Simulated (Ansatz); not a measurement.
## Electronic structure of GaH5O3 in real space

The calculation's input:

```
crystal:
  periodic: [false, false, false]
  atoms:
    - {symbol: Ga, position_ang: [-1.069539, -0.313931, 0.201781]}
    - {symbol: O, position_ang: [0.483192, -1.274945, 0.492793]}
    - {symbol: H, position_ang: [-1.754541, -0.649928, -1.163325]}
    - {symbol: H, position_ang: [-1.707050, 0.291602, 1.492508]}
    - {symbol: H, position_ang: [1.435228, -0.025012, 0.008584]}
    - {symbol: O, position_ang: [1.577428, 0.911014, -0.329062]}
    - {symbol: O, position_ang: [0.216219, 1.259738, -0.578196]}
    - {symbol: H, position_ang: [0.644896, -1.462997, 1.419152]}
    - {symbol: H, position_ang: [0.174166, 1.264359, -1.544236]}
basis:
  gaussian: {orbitals: def2-TZVPP}
hamiltonian: {xc: pbe0, dispersion: d4}
output: {orbitals: {seedname: orbitals}}
```

Launched as:

```sh
ansatz run in.yaml --threads 4 --pin off --events-out ev --progress --plain --max-ram 9574MiB
```

The reactant side of a reaction path; geometry: PBE0-D4/def2-TZVP.

Computed with RKS PBE0-D4/def2-TZVPP (Ansatz).

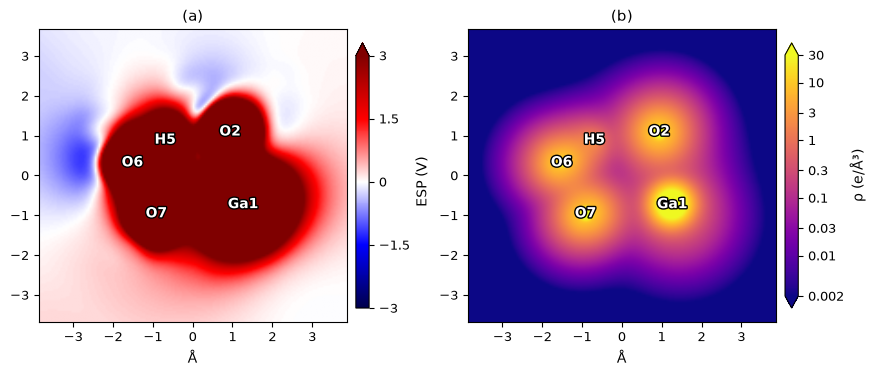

Figure 1. (a) electrostatic potential; (b) total electron density on the plane of atoms O2, Ga1 and O7.

Read the bonding off the picture.

Answer.
- The plane passes through Ga, O and H nuclei.
- O–O (1.43 Å): the density is about 2 e/Å³ at the midpoint.
- Ga–O (1.85 Å): ρ is about 0.79 e/Å³ halfway.
- Outside the dense part of the molecule the potential is most negative (−1.2 V) near O6.

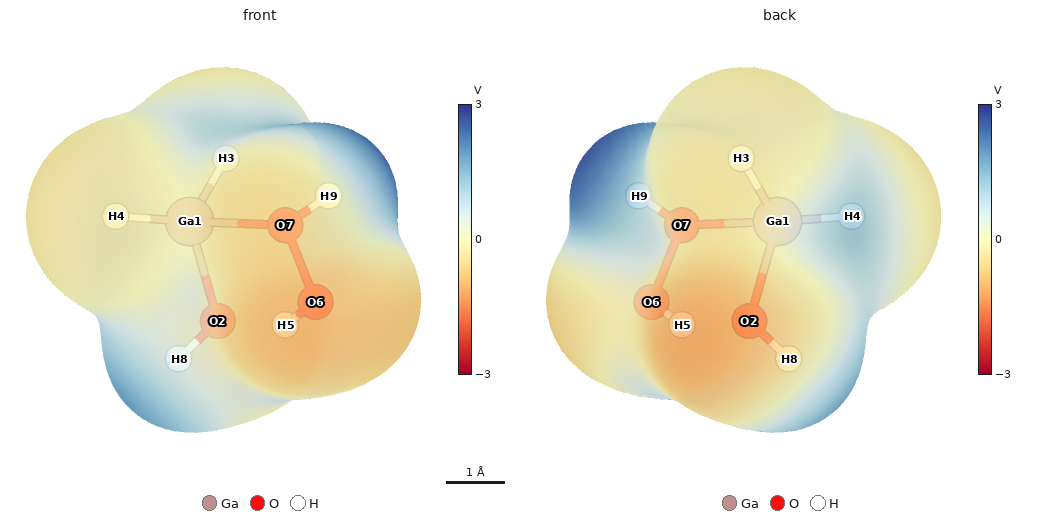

Figure 2. The molecular electrostatic potential painted on the density surface at 0.001 e/bohr³, seen from the front and from behind; the colour scale runs from red (negative) to blue (positive).

Where is the surface potential most negative and most positive?

Answer. The most negative region (about −1.2 V) lies over O2, the most positive (about +2.6 V) over H9. O2 is the likeliest acceptor of a hydrogen bond.

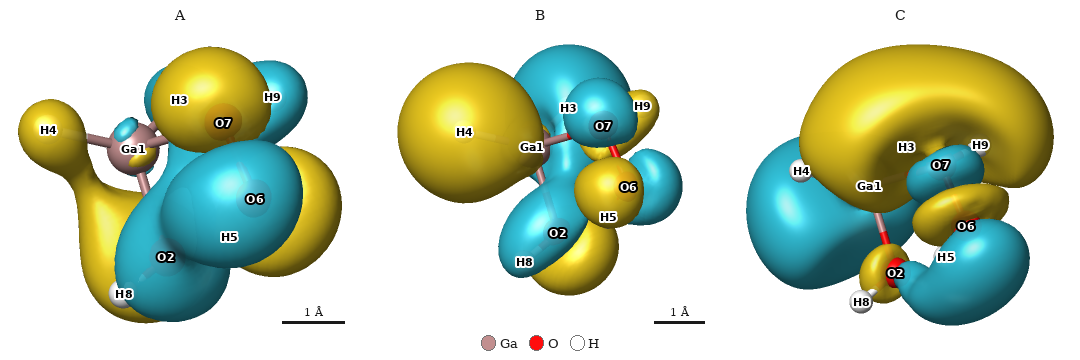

Figure 3. Three frontier orbitals at ±0.06 Å⁻³ᐟ² (yellow and cyan are the two phases), in no order.

Which picture is the HOMO−1, the HOMO and the LUMO?

Answer. A is the HOMO−1 (−8.89 eV). By Hirshfeld shares it lies mainly on O6 (about 45 %), O2 (about 25 %) and O7 (about 15 %). B is the HOMO (−8.25 eV). It lies mainly on Ga1 (about 25 %), H4 (about 25 %), H3 (about 20 %), O2 (about 20 %) and O6 (about 5 %). C is the LUMO (−0.66 eV). By Hirshfeld shares it lies mainly on Ga1 (about 40 %), O6 (about 20 %), O7 (about 15 %) and H9 (about 10 %).

What is the HOMO–LUMO gap?

Answer. 7.59 eV between the orbital energies.
